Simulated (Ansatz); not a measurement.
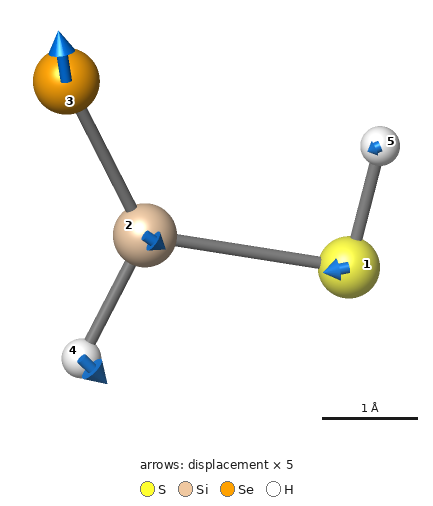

A relaxation of SiH$_{2}$SeS. The starting structure is drawn; blue arrows show the displacements, magnified 5 times. The two geometries are superimposed by the best rigid fit.

Style: ball-and-stick. Shown at a tilt.

It is one of the separated reactants of a reaction.

The calculation used RKS PBE-D4/def2-SVP (Ansatz 0.2.0). Settings: force threshold 0.03 eV/Å; at most 250 steps.

**Atoms of which element are displaced furthest, and by how much?**

Selenium: up to 0.11 Å, against 0.08 Å for hydrogen.

**Describe the change and its energy.**

The energy falls by 10.3 kcal/mol in 4 geometry steps. The largest force component goes from 5.4 to 0.0091 eV/Å. The largest move after the best rigid fit is that of Se3, 0.11 Å. By element the largest moves are Se 0.11 Å, H 0.08 Å, S 0.06 Å, Si 0.06 Å. Among the contacts that change: Si2–Se3 1.939 → 2.098 Å, S1–Si2 2.235 → 2.131 Å, Si2–H4 1.483 → 1.502 Å, S1–H5 1.360 → 1.365 Å. Cost: 4.7 s on 2 threads of Intel Xeon @ 2.60GHz, with other jobs on the host.
